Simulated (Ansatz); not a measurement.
# Calculations on C$_{2}$H$_{5}$BFN

### Relaxation

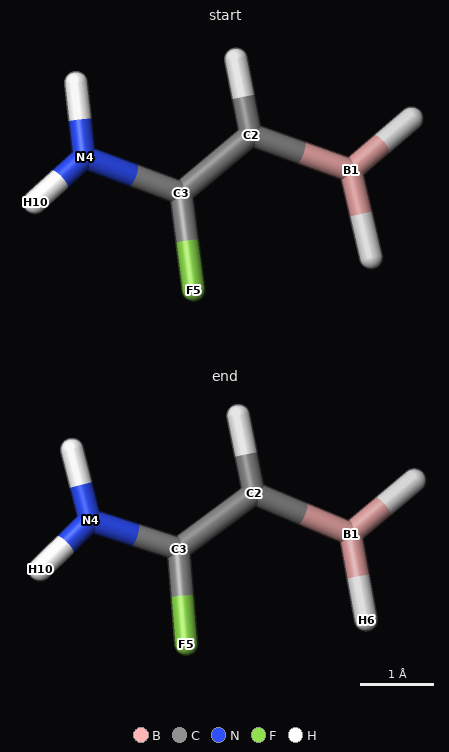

The structure of C$_{2}$H$_{5}$BFN before (top) and after (bottom) a relaxation, at one scale.

A stick model, seen at a tilt.

The run prepares an end point of a later path (torsion) calculation, from a guessed geometry.

Level of theory: RKS PBE0-D4/def2-SVP in Ansatz. Settings: no spin polarisation; force threshold 0.015 eV/Å; at most 40 steps.

**What changed between the two?**

The energy falls by 0.726 eV in 5 geometry steps. Largest force component: 5.4 eV/Å at the start, 0.014 eV/Å at the end. The F atom moves most after the best rigid fit: 0.14 Å. By element the largest moves are F 0.14 Å, H 0.12 Å, C 0.09 Å, N 0.09 Å, B 0.05 Å. Among the contacts that change: C–N 1.500 → 1.344 Å, C–C 1.318 → 1.365 Å, B–H 1.172 → 1.212 Å, H–N 0.974 → 1.010 Å. Bond angles that change, for instance: C–N–H 114.4° → 120.4°, H–N–H 125.2° → 119.4°, C–C–N 122.4° → 127.9°.

### Relaxation

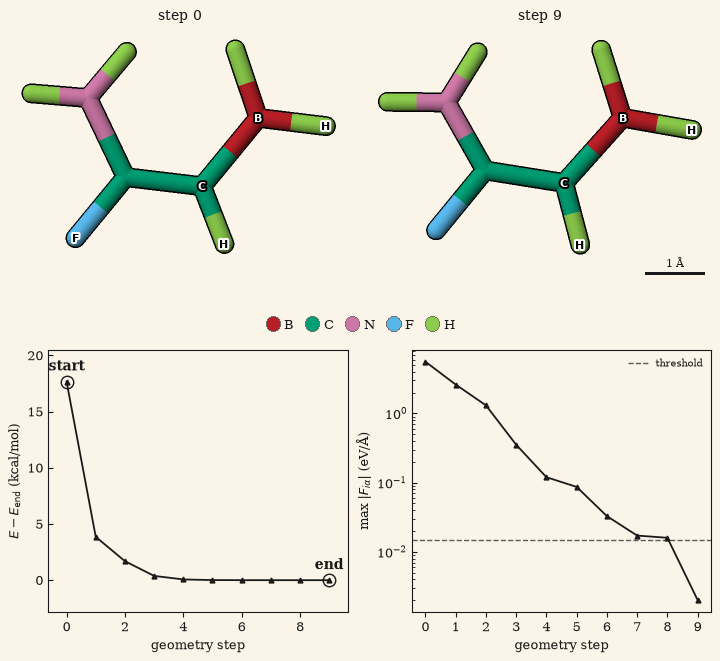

First and last geometry of a relaxation of C2H5BFN, with the history of the run. A stick model, seen face on.

The run prepares an end point of a later path (torsion) calculation, from a guessed geometry.

The calculation used RKS PBE0-D4/def2-SVP in Ansatz.

Input
```yaml
crystal:
  periodic: [false, false, false]
  atoms:
    - { symbol: B, position_ang: [-1.6481, 0.2328, 0.928] }
    - { symbol: C, position_ang: [-0.5153, -0.3815, 0.1291] }
    - { symbol: C, position_ang: [0.5571, 0.3015, -0.2173] }
    - { symbol: "N", position_ang: [0.70247, 1.76697, 0.0679] }
    - { symbol: F, position_ang: [1.56798, -0.24567, -0.93162] }
    - { symbol: H, position_ang: [-1.6548, 1.428, 1.2439] }
    - { symbol: H, position_ang: [-2.6216, -0.3653, 1.1901] }
    - { symbol: H, position_ang: [-0.5695, -1.4046, -0.1507] }
    - { symbol: H, position_ang: [-0.08402, 2.17936, 0.59786] }
    - { symbol: H, position_ang: [1.50175, 2.24602, -0.21512] }
basis:
  gaussian: { orbitals: def2-SVP }
hamiltonian:
  xc: pbe0
  dispersion: d4
relax:
  f_tol: 0.015
  max_steps: 40
```

Launched with:
```bash
ansatz run input.yaml --threads 2 --pin off --max-ram 3072MiB --backend cpu --events-out ev --progress --plain --runs-dir out
```

### What do the curves and the structures tell?

It converged. The energy falls by 17.7 kcal/mol in 9 geometry steps. Largest force component: 5.6 eV/Å at the start, 0.002 eV/Å at the end. The largest moves after the best rigid fit, 0.16 Å, are those of H9 and H10. Largest moves by element: H 0.16 Å, F 0.14 Å, C 0.12 Å, N 0.08 Å, B 0.08 Å. Among the contacts that change: C3–N4 1.500 → 1.338 Å, C2–C3 1.318 → 1.370 Å, B1–H7 1.172 → 1.210 Å, N4–H10 0.974 → 1.009 Å. Bond angles that change, for instance: C2–C3–N4 122.4° → 128.6°, H9–N4–H10 125.2° → 120.8°, C3–C2–H8 118.1° → 113.8°.

### Path

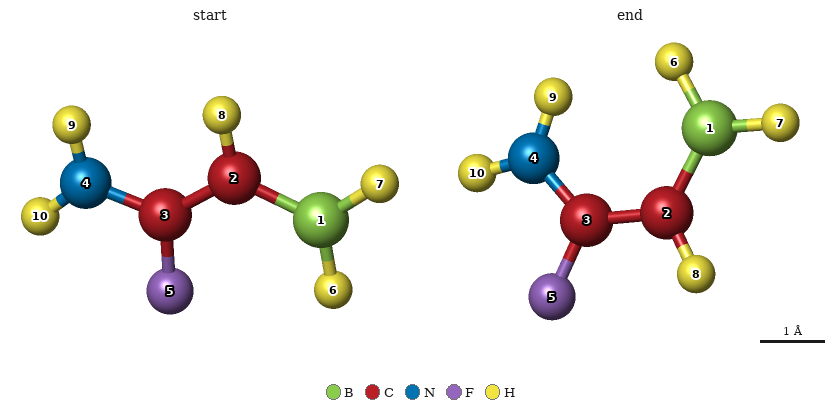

The two relaxed end points of a path for C2H5BFN. The picture is a ball-and-stick view, seen at a tilt.

All numbers below come from RKS PBE0-D4/def2-SVP in Ansatz.

Input
```yaml
crystal:
  periodic: [false, false, false]
  atoms:
    - { symbol: B, position_ang: [-1.663602, 0.270374, 0.903778] }
    - { symbol: C, position_ang: [-0.546882, -0.412936, 0.159321] }
    - { symbol: C, position_ang: [0.60078, 0.223293, -0.218077] }
    - { symbol: "N", position_ang: [1.649103, -0.291268, -0.884335] }
    - { symbol: F, position_ang: [0.80923, 1.499124, 0.056062] }
    - { symbol: H, position_ang: [-1.589493, 1.440162, 1.207547] }
    - { symbol: H, position_ang: [-2.658811, -0.35052, 1.207711] }
    - { symbol: H, position_ang: [-0.595755, -1.469162, -0.126965] }
    - { symbol: H, position_ang: [1.641468, -1.254984, -1.181629] }
    - { symbol: H, position_ang: [2.436962, 0.294816, -1.120412] }
basis:
  gaussian: { orbitals: def2-SVP }
hamiltonian:
  xc: pbe0
  dispersion: d4
neb:
  order_check: false
  images: 9
  f_tol: 0.05
  max_iterations: 60
  initial_path: idpp
  final_atoms:
    - { symbol: B, position_ang: [-1.41873662, 0.31366206, 0.72830986] }
    - { symbol: C, position_ang: [-0.55865568, -0.77663991, 0.16427184] }
    - { symbol: C, position_ang: [0.66989645, -0.5379204, -0.3929841] }
    - { symbol: "N", position_ang: [1.30023959, 0.63076336, -0.55647634] }
    - { symbol: F, position_ang: [1.39633915, -1.54134132, -0.86398453] }
    - { symbol: H, position_ang: [-1.04354516, 1.47507653, 0.71257694] }
    - { symbol: H, position_ang: [-2.50217341, 0.08490487, 1.21517032] }
    - { symbol: H, position_ang: [-0.84729663, -1.83080803, 0.15983004] }
    - { symbol: H, position_ang: [0.85561501, 1.47373363, -0.21965798] }
    - { symbol: H, position_ang: [2.2313173, 0.65746822, -0.94405504] }
```

Run as
```bash
ansatz run input.yaml --threads 2 --pin off --max-ram 3072MiB --backend cpu --events-out ev --progress --plain --runs-dir out
```

Question: Predict the minimum-energy path and its barrier.

Answer: The highest point, image 5, lies 27.3 kcal/mol above the start and 29.0 kcal/mol above the end; the end is at −1.7 kcal/mol relative to the start. The motion is a rotation about the C2–C3 bond by about 180°. No bond forms or breaks between the ends. Among the angles between lasting bonds that change up to the highest image: B1–C2–C3 123.3° → 115.8°, C3–C2–H8 114.5° → 118.5°. The band converged in 9 iterations. The largest component of the band force went from 1.7 to 0.025 eV/Å. The climbing image converged on the top of the path. Its vibrational analysis gives one imaginary mode (542i cm⁻¹), as a transition state must have.

Energies of the converged images:

```tsv
image	path (Å)	E (kcal/mol)
0	0.00	0.0
1	0.57	1.2
2	1.14	4.9
3	1.72	11.0
4	2.29	20.0
5	2.86	27.3
6	3.44	19.7
7	4.02	9.8
8	4.60	3.1
9	5.18	-0.7
10	5.76	-1.7
```

The geometry at the top of the path:

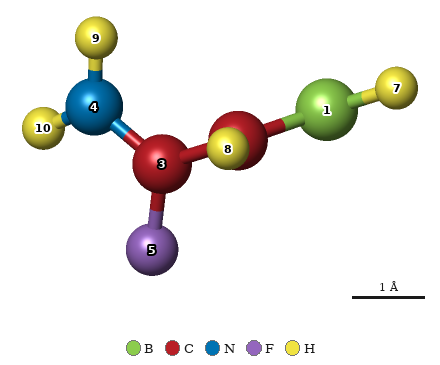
